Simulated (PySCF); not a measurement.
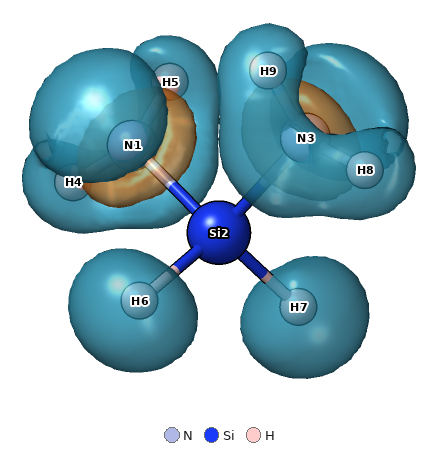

*H₆N₂Si, SMILES `N[SiH2]N`. Fukui function f⁻ = ρ(N) − ρ(N−1) at fixed geometry, surfaces at ±0.02 e/Å³ (light blue positive, orange negative).*

Level of theory: B3LYP/def2-SVPD (PySCF), at a geometry from GFN2-xTB. No frequency check shows the geometry to be a minimum.

Coordinates in Å:

```
N1      -1.3499   -0.5323   -0.0448
Si2      0.0000    0.5400    0.0000
N3       1.3498   -0.5324    0.0448
H4      -2.2698   -0.1258   -0.0809
H5      -1.3480   -1.3061    0.6007
H6      -0.1699    1.3787   -1.1937
H7       0.1700    1.3788    1.1934
H8       2.2698   -0.1258    0.0808
H9       1.3479   -1.3062   -0.6006
```

**On which atoms does the density change most on removal of an electron?**

f⁻ (Hirshfeld-condensed) is largest on N1 and N3 (0.16 each), Si2 (0.16) and H6 and H7 (0.12 each); the vertical ionisation energy is 9.50 eV. Condensed values hint at sites of electrophilic attack but needn't mark the atom that reacts. Shares this close don't rank the sites. Orbital relaxation makes it negative in places (0.12 e in all).
